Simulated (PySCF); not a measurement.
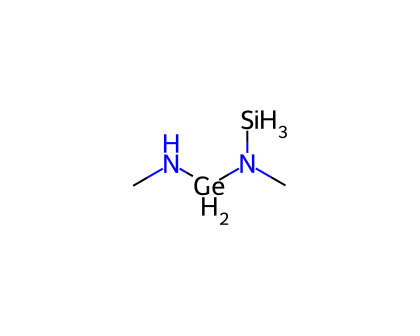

(Drawn from a calculation with PySCF.)

2D structure.

> Write the SMILES.

C[NH][GeH2][N](C)[SiH3]

> What is the molecular formula?

C2H12GeN2Si.

> An optimisation with GFN2-xTB gave a structure of which point group?

C1. Other conformers may differ.
